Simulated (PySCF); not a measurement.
SMILES C#CCC(=O)OC, singlet at its GFN2-xTB optimised geometry (Å):

```
13

C     -1.2137    -2.2554     2.5365
C     -0.9410    -2.0454     1.3909
C     -0.5851    -1.7607     0.0146
C      0.2899    -0.5180     0.0000
O      1.4900    -0.5180     0.0000
O     -0.4616     0.5862     0.0000
C      0.2345     1.8242     0.0448
H     -1.4658    -2.4593     3.5338
H     -1.4900    -1.5782    -0.5677
H     -0.0229    -2.5991    -0.4014
H     -0.5105     2.5991    -0.1153
H      0.7145     1.9513     1.0170
H      0.9999     1.8566    -0.7333
```

Calculation: PBE/def2-TZVP in PySCF. Cells within 0.4 Å of a nucleus heavier than hydrogen are left out (blank, or x).

Map of the electrostatic potential (hartree/e), clipped to [-0.08, 0.12] on the plane z = 0.0 Å:

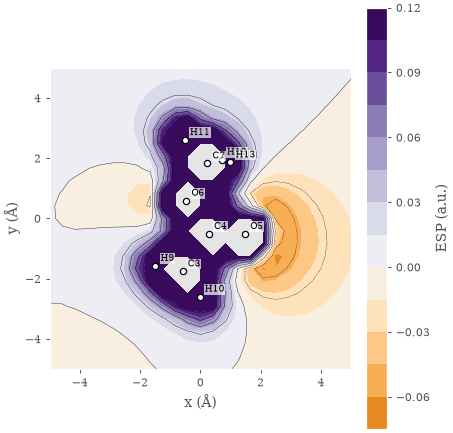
Fig. 1. Electrostatic potential (hartree/e), clipped to [-0.08, 0.12] on the plane z = 0.0 Å.
